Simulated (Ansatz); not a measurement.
# Si2Ge2H10: shape, modes and thermochemistry

The task is to find a stationary geometry of Si2Ge2H10, check the end point by its vibrations and derive ideal-gas thermochemistry, and look at its orbitals and charge.

Program: Ansatz 0.2.0, Gaussian basis. Level of theory: RKS PBE0-D4/def2-TZVP. These are calculated values, not measurements.

Levels to be run: relaxation at PBE0-D4/def2-TZVP; harmonic vibrations at the same level; a single point in def2-TZVPP for the fields.

## 1. Where the work starts

SMILES `[SiH3][GeH2][GeH2][SiH3]`, 14 atoms, charge 0, spin multiplicity 1.

Atoms are counted from 1 here; the program's logs count them from 0.

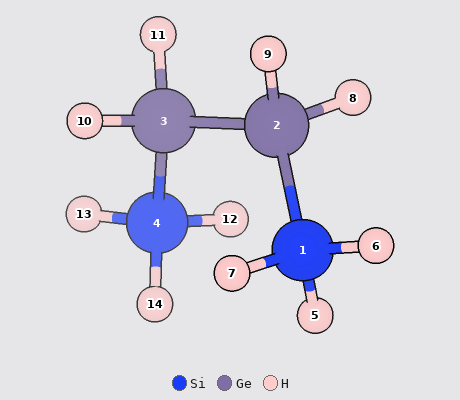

The starting geometry (silicon blue, germanium purple, hydrogen pink); atoms are numbered from 1 in the order of the file.

The start is a GFN2-xTB geometry.

## 2. Geometry optimisation, PBE0-D4/def2-TZVP

File in.yaml:

```yaml
crystal:
  periodic: [false, false, false]
  atoms:
    - {symbol: Si, position_ang: [-1.901840, 1.724510, -0.447790]}
    - {symbol: Ge, position_ang: [-0.379420, 0.992340, 1.173870]}
    - {symbol: Ge, position_ang: [1.473750, -0.363450, 0.451260]}
    - {symbol: Si, position_ang: [1.011290, -2.235930, -0.874800]}
    - {symbol: H, position_ang: [-2.440230, 0.566630, -1.167310]}
    - {symbol: H, position_ang: [-3.017770, 2.463980, 0.139580]}
    - {symbol: H, position_ang: [-1.230920, 2.587340, -1.422060]}
    - {symbol: H, position_ang: [-1.104430, 0.206730, 2.253330]}
    - {symbol: H, position_ang: [0.150960, 2.139130, 2.015320]}
    - {symbol: H, position_ang: [2.440670, 0.561780, -0.267780]}
    - {symbol: H, position_ang: [2.321100, -0.717980, 1.659870]}
    - {symbol: H, position_ang: [0.149870, -3.173160, -0.151280]}
    - {symbol: H, position_ang: [2.227980, -2.938740, -1.278280]}
    - {symbol: H, position_ang: [0.298980, -1.813180, -2.083920]}
basis:
  gaussian: {orbitals: def2-TZVP}
hamiltonian: {xc: pbe0, dispersion: d4}
relax: {f_tol: 0.005, max_steps: 150}
```

Command:

```
$ ansatz run in.yaml --threads 4 --pin off --events-out ev --progress --plain --max-ram 11315MiB
```

The program printed, shortened:

```text
Functional definition: PBE0
  name "PBE0"
  cite "Adamo & Barone, J. Chem. Phys. 110, 6158 (1999) doi:10.1063/1.478522"
  cite "Perdew, Burke & Ernzerhof, Phys. Rev. Lett. 77, 3865 (1996) doi:10.1103/PhysRevLett.77.3865"
  parent pbe
[...]
1778 factors; their error is unknown
[...]
mean field -128934.16813332 eV, -4738.2432841815 hartree, gradient 4.6e-5 eV, S^2 0.000000; 0 other end points of the search recorded, 0 dependent functions left out
[...]
reference -128934.16817909 eV, -4738.2432858636 hartree; 51, 51 occupied and 179, 179 virtual orbitals, 1778 factors
relax step   1: F+E_penalty+E_count = -128934.47113414 eV  Δ(F+E_penalty+E_count) = +0.000e0 eV  max|allowed force component| = 4.732e-1 eV/Å  Δτ_max = 0.0000 Å  (24 SCF iters, accepted)
[...]
relax step   4: F+E_penalty+E_count = -128934.62803005 eV  Δ(F+E_penalty+E_count) = -7.485e-3 eV  max|allowed force component| = 3.514e-2 eV/Å  Δτ_max = 0.0755 Å  (26 SCF iters, accepted)
[...]
relax step   7: F+E_penalty+E_count = -128934.63528069 eV  Δ(F+E_penalty+E_count) = -6.682e-4 eV  max|allowed force component| = 1.558e-2 eV/Å  Δτ_max = 0.0150 Å  (27 SCF iters, accepted)
[...]
relax step  10: F+E_penalty+E_count = -128934.63583562 eV  Δ(F+E_penalty+E_count) = -5.628e-5 eV  max|allowed force component| = 1.206e-2 eV/Å  Δτ_max = 0.0089 Å  (23 SCF iters, accepted)
[...]
reference -128934.32221254 eV, -4738.2489464883 hartree; 51, 51 occupied and 179, 179 virtual orbitals, 1778 factors
Total energy: -128934.63596098 eV, -4738.2604765307 hartree
Atom 0 at    -1.773019     1.604297    -0.497069 Å, force    -0.000224     0.001219    -0.002026 eV/Å
Atom 1 at    -0.379040     0.931483     1.308165 Å, force    -0.003676    -0.002517     0.002129 eV/Å
Atom 2 at     1.564442    -0.249577     0.460527 Å, force     0.003230     0.000814    -0.002153 eV/Å
Atom 3 at     0.877749    -2.119271    -0.838501 Å, force    -0.001639    -0.001212    -0.001844 eV/Å
Atom 4 at    -2.222309     0.402318    -1.248972 Å, force     0.000610     0.001384     0.002140 eV/Å
Atom 5 at    -2.968546     2.343478    -0.011844 Å, force     0.000497    -0.000742     0.000308 eV/Å
Atom 6 at    -1.005093     2.482468    -1.419277 Å, force    -0.000624    -0.001279    -0.000418 eV/Å
Atom 7 at    -1.159719    -0.007205     2.248024 Å, force     0.000276     0.000033    -0.000403 eV/Å
Atom 8 at     0.064592     2.156452     2.129819 Å, force     0.000598     0.002120    -0.000443 eV/Å
Atom 9 at     2.391219     0.715570    -0.410619 Å, force    -0.000568    -0.000768    -0.000089 eV/Å
Atom 10 at     2.455712    -0.707167     1.630466 Å, force     0.000199    -0.001077     0.001758 eV/Å
Atom 11 at     0.047928    -3.028773    -0.004457 Å, force     0.000029     0.001413    -0.000763 eV/Å
Atom 12 at     2.047164    -2.876004    -1.359083 Å, force    -0.000359     0.001292     0.000391 eV/Å
Atom 13 at     0.058910    -1.648068    -1.987171 Å, force     0.001653    -0.000678     0.001414 eV/Å
Dipole moment:    -0.002112    -0.001151    -0.002992 e Å
```

Wall time 65 s (4 threads of Arm Neoverse V2, shared host); peak memory 0.92 GiB.

Relaxation path:

| step | energy from step 1 (eV) | largest force component (eV/Å) |
| --- | --- | --- |
| 1 | 0.0000 | 0.4732 |
| 2 | -0.1232 | 0.1772 |
| 3 | -0.1494 | 0.0566 |
| 4 | -0.1569 | 0.0351 |
| 5 | -0.1620 | 0.0467 |
| 6 | -0.1635 | 0.0274 |
| 7 | -0.1641 | 0.0156 |
| 8 | -0.1645 | 0.0050 |
| 9 | -0.1646 | 0.0189 |
| 10 | -0.1647 | 0.0121 |
| 11 | -0.1648 | 0.0057 |
| 12 | -0.1648 | 0.0037 |

The force was under the threshold of 0.005 eV/Å already at step 8, but the program went on to step 12.

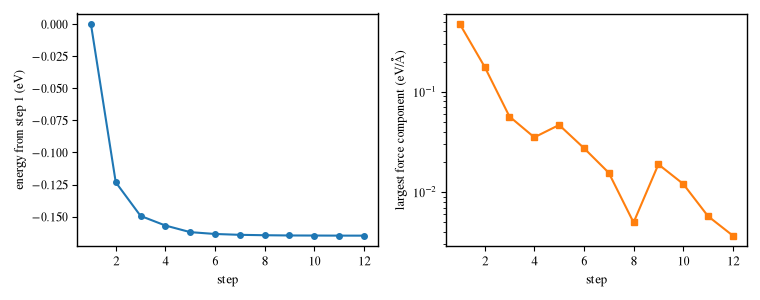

Energy and force, step by step.

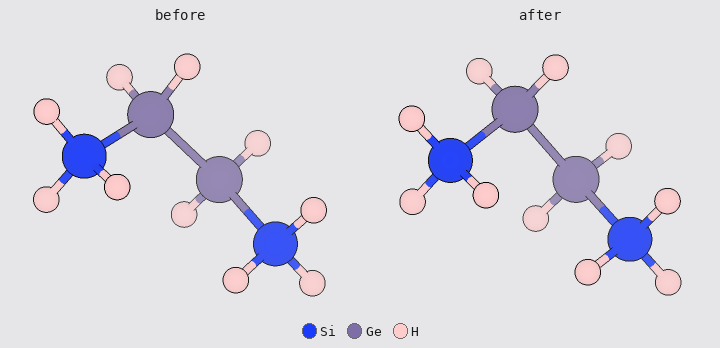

Before and after, at one scale.

Close pairs (by a distance rule), those that changed most:

| bond | before (Å) | after (Å) | change (Å) |
| --- | --- | --- | --- |
| Ge3–Si4 | 2.341 | 2.378 | +0.037 |
| Si1–Ge2 | 2.342 | 2.378 | +0.036 |
| Si4–H13 | 1.462 | 1.487 | +0.025 |
| Si1–H6 | 1.462 | 1.487 | +0.025 |
| Si1–H7 | 1.464 | 1.487 | +0.023 |
| Si4–H12 | 1.464 | 1.487 | +0.023 |
| Ge3–H11 | 1.518 | 1.540 | +0.022 |
| Ge2–H9 | 1.518 | 1.540 | +0.022 |

Mulliken charges at the end point, from the run's report:

Si1 0.01; Ge2 -0.03; Ge3 -0.03; Si4 0.01; H5 -0.01; H6 -0.01; H7 -0.01; H8 0.02; H9 0.02; H10 0.02; H11 0.02; H12 -0.01; H13 -0.01; H14 -0.01

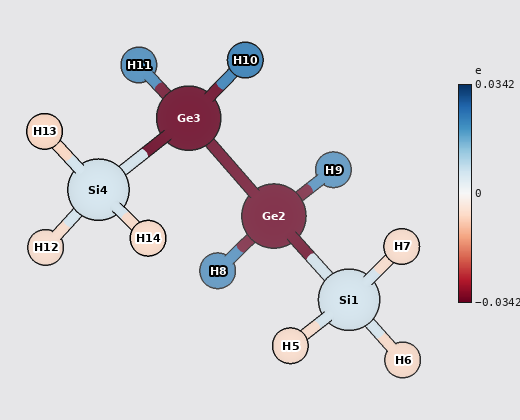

Mulliken charges at the end point, from the run's report, as colours on the atoms.

## 3. Vibrations by finite differences

File in.yaml:

```yaml
crystal:
  periodic: [false, false, false]
  atoms:
    - {symbol: Si, position_ang: [-1.773019, 1.604297, -0.497069]}
    - {symbol: Ge, position_ang: [-0.379040, 0.931483, 1.308165]}
    - {symbol: Ge, position_ang: [1.564442, -0.249577, 0.460527]}
    - {symbol: Si, position_ang: [0.877749, -2.119271, -0.838501]}
    - {symbol: H, position_ang: [-2.222309, 0.402318, -1.248972]}
    - {symbol: H, position_ang: [-2.968546, 2.343478, -0.011844]}
    - {symbol: H, position_ang: [-1.005093, 2.482468, -1.419277]}
    - {symbol: H, position_ang: [-1.159719, -0.007205, 2.248024]}
    - {symbol: H, position_ang: [0.064592, 2.156452, 2.129819]}
    - {symbol: H, position_ang: [2.391219, 0.715570, -0.410619]}
    - {symbol: H, position_ang: [2.455712, -0.707167, 1.630466]}
    - {symbol: H, position_ang: [0.047928, -3.028773, -0.004457]}
    - {symbol: H, position_ang: [2.047164, -2.876004, -1.359083]}
    - {symbol: H, position_ang: [0.058910, -1.648068, -1.987171]}
basis:
  gaussian: {orbitals: def2-TZVP}
hamiltonian: {xc: pbe0, dispersion: d4}
phonons: {temperatures: {t_min: 298.15, t_max: 900, t_step: 200}}
```

Launched as before.

The program printed, shortened:

```text
Functional definition: PBE0
  name "PBE0"
  cite "Adamo & Barone, J. Chem. Phys. 110, 6158 (1999) doi:10.1063/1.478522"
  cite "Perdew, Burke & Ernzerhof, Phys. Rev. Lett. 77, 3865 (1996) doi:10.1103/PhysRevLett.77.3865"
  parent pbe
[...]
1778 factors; their error is unknown
[...]
mean field -128934.32216082 eV, -4738.2489445877 hartree, gradient 2.6e-5 eV, S^2 0.000000; 0 other end points of the search recorded, 0 dependent functions left out
[...]
reference -128934.32220628 eV, -4738.2489462584 hartree; 51, 51 occupied and 179, 179 virtual orbitals, 1778 factors
[...]
1778 factors; their error is unknown
[...]
mean field -128934.32202553 eV, -4738.2489396160 hartree, gradient 1.3e-6 eV, S^2 0.000000; 0 other end points of the search recorded, 0 dependent functions left out
[...]
Atom 7 at    -1.159719    -0.007205     2.248024 Å, force     0.000262     0.000049    -0.000393 eV/Å
Atom 8 at     0.064592     2.156452     2.129819 Å, force     0.000602     0.002128    -0.000444 eV/Å
Atom 9 at     2.391219     0.715570    -0.410619 Å, force    -0.000552    -0.000783    -0.000088 eV/Å
Atom 10 at     2.455712    -0.707167     1.630466 Å, force     0.000191    -0.001079     0.001756 eV/Å
Atom 11 at     0.047928    -3.028773    -0.004457 Å, force     0.000039     0.001422    -0.000764 eV/Å
Atom 12 at     2.047164    -2.876004    -1.359083 Å, force    -0.000355     0.001290     0.000389 eV/Å
Atom 13 at     0.058910    -1.648068    -1.987171 Å, force     0.001668    -0.000677     0.001414 eV/Å
Dipole moment:    -0.002112    -0.001151    -0.002992 e Å
Vibrations: 20.10 64.39 74.46 91.36 98.53 254.87 293.90 324.61 356.29 361.46 442.25 459.60 513.72 526.62 612.55 651.74 654.32 695.64 848.88 852.23 872.79 890.22 937.54 938.98 939.15 940.71 2123.71 2127.10 2133.33 2137.19 2215.46 2217.59 2227.28 2229.29 2230.22 2231.26 cm⁻¹, zero-point [...]
```

Run time: 5.2 min. Hardware: 4 threads of Arm Neoverse V2, shared host; peak memory 0.92 GiB.

Motions are named by where the mode's potential energy lies. Wavenumbers, unscaled:

| mode | cm⁻¹ | motion |
| --- | --- | --- |
| 1 | 20 | torsion |
| 2 | 64 | bend |
| 3 | 74 | torsion |
| 4 | 91 | bend with torsion |
| 5 | 99 | torsion |
| 6 | 255 | Ge–Ge stretch |
| 7 | 294 | torsion with bend |
| 8 | 325 | torsion with bend |
| 9 | 356 | Si–Ge stretch |
| 10 | 361 | Si–Ge stretch |
| 11 | 442 | bend with torsion |
| 12 | 460 | bend with torsion |
| 13 | 514 | bend |
| 14 | 527 | bend with torsion |
| 15 | 613 | bend with wag or twist |
| 16 | 652 | bend with wag or twist |
| 17 | 654 | bend with wag or twist |
| 18 | 696 | bend with wag or twist |
| 19 | 849 | bend with wag or twist |
| 20 | 852 | bend with wag or twist |
| 21 | 873 | bend |
| 22 | 890 | bend |
| 23 | 938 | bend with wag or twist |
| 24 | 939 | bend with wag or twist |
| 25 | 939 | bend with wag or twist |
| 26 | 941 | bend with wag or twist |
| 27 | 2124 | Ge–H stretch |
| 28 | 2127 | Ge–H stretch |
| 29 | 2133 | Ge–H stretch |
| 30 | 2137 | Ge–H stretch |
| 31 | 2215 | Si–H stretch |
| 32 | 2218 | Si–H stretch |
| 33 | 2227 | Si–H stretch |
| 34 | 2229 | Si–H stretch |
| 35 | 2230 | Si–H stretch |
| 36 | 2231 | Si–H stretch |

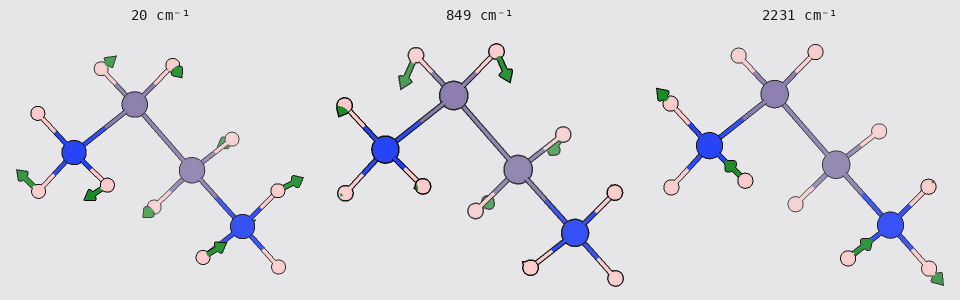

How the atoms move in 3 of the modes.

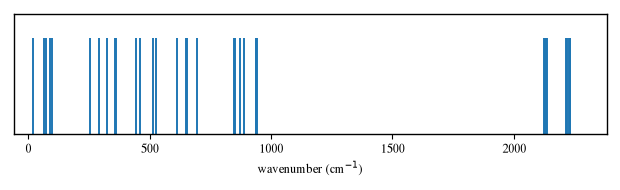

The harmonic wavenumbers as sticks (no intensities were computed).

Ideal gas, rigid rotor and harmonic oscillator at 298.15 K and 1 bar, with symmetry number 2:

| term | value |
| --- | --- |
| zero-point energy | 50.9 kcal/mol |
| H(298) − E | 58.2 kcal/mol |
| entropy, translation | 175.6 J/(mol K) |
| entropy, rotation | 119.1 J/(mol K) |
| entropy, vibration | 143.0 J/(mol K) |
| entropy, total | 437.7 J/(mol K) |

## 4. A single point for the fields

Changes to in.yaml since step 3:

```diff
@@ -18,4 +18,4 @@
 basis:
-  gaussian: {orbitals: def2-TZVP}
+  gaussian: {orbitals: def2-TZVPP}
 hamiltonian: {xc: pbe0, dispersion: d4}
-phonons: {temperatures: {t_min: 298.15, t_max: 900, t_step: 200}}
+output: {orbitals: {seedname: orbitals}}
```

Same command.

The program printed:

```text
Functional definition: PBE0
  name "PBE0"
  cite "Adamo & Barone, J. Chem. Phys. 110, 6158 (1999) doi:10.1063/1.478522"
  cite "Perdew, Burke & Ernzerhof, Phys. Rev. Lett. 77, 3865 (1996) doi:10.1103/PhysRevLett.77.3865"
  parent pbe
  parameter a = 0.25
  parameter kappa = 0.804
  parameter beta = 0.06672455060314922
  exchange = (1 - a)*pbe_x(kappa = kappa, mu = beta*pi^2/3) + a*exact_x
  correlation = pbe_c(beta = beta)
1974 factors; their error is unknown
mean field evaluation 1: about -128932.9650 eV, gradient 2.4e1 eV
mean field evaluation 2: about -128933.3669 eV, gradient 2.3e1 eV
mean field evaluation 4: about -128933.8091 eV, gradient 6.1e-1 eV
mean field evaluation 8: about -128934.3719 eV, gradient 2.2e-1 eV
mean field -128934.37197555 eV, -4738.2507752452 hartree, gradient 3.0e-5 eV, S^2 0.000000; 0 other end points of the search recorded, 0 dependent functions left out
reference -128934.37202049 eV, -4738.2507768968 hartree; 51, 51 occupied and 269, 269 virtual orbitals, 1974 factors
Total energy: -128934.68576894 eV, -4738.2623069395 hartree
```

Wall time 6.5 s (4 threads of Arm Neoverse V2, shared host); peak memory 1.4 GiB.

The fields below are evaluated on a grid from the run's orbitals.

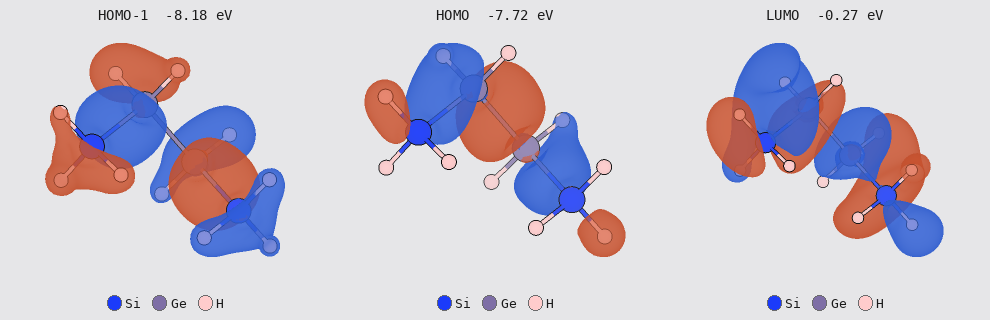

Frontier orbitals at PBE0-D4/def2-TZVPP; each surface holds 70 % of the orbital's density, blue and red mark the sign.

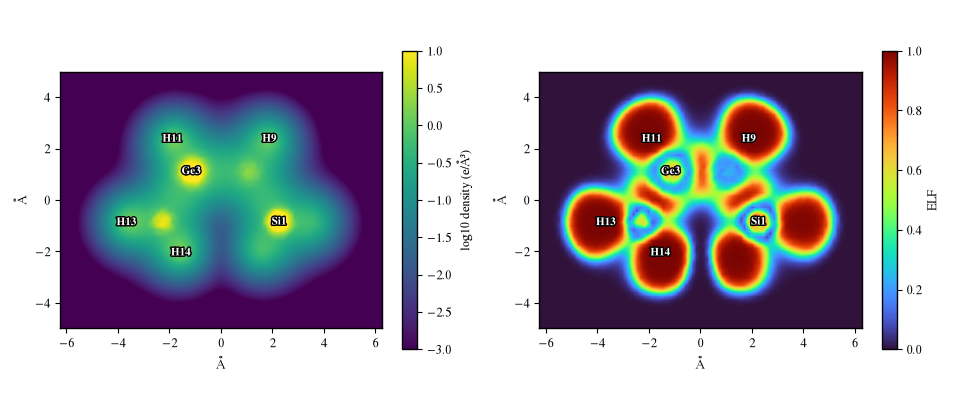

Density (left) and ELF (right) in a plane through or near 6 of the atoms.

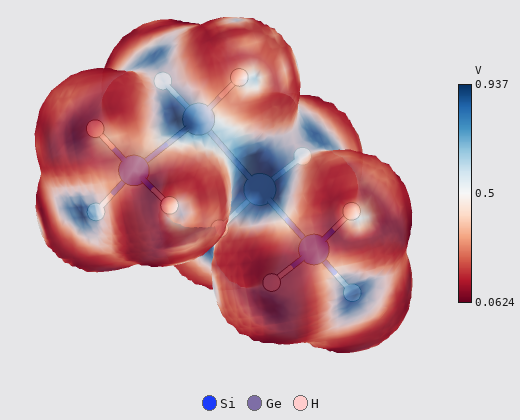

The potential that a unit positive charge feels on the 0.002 e/bohr³ surface, from 0.06 to 0.94 V.

## 5. Summary of results

| quantity | value |
| --- | --- |
| point group | C2 |
| steps | 12 |
| shift from the start (rms) | 0.210 Å |
| total energy | -128934.6360 eV |
| dispersion term | -314 meV |
| dipole moment | 0.02 D |
| lowest, highest wavenumber | 20, 2231 cm⁻¹ |
| zero-point energy | 50.9 kcal/mol |
| entropy at 298.15 K | 437.7 J/(mol K) |
| HOMO, LUMO | -7.72, -0.27 eV |

What this shows: The atoms moved 0.21 Å (rms) from the start; the bond that changed most is Ge3–Si4, from 2.341 to 2.378 Å. All wavenumbers are real, so the end point is a minimum. The stiffest mode, 2231 cm⁻¹, is an Si–H stretch, and 5 modes under 200 cm⁻¹ make the vibrational entropy uncertain. Harmonic hybrid wavenumbers usually lie a few per cent above measured fundamentals. The HOMO lies mostly on Ge2, Ge3 about 26 % each; Si1, Si4 about 9 % each and the LUMO on Ge2, Ge3 about 15 % each; 4 H atoms about 9 % each.
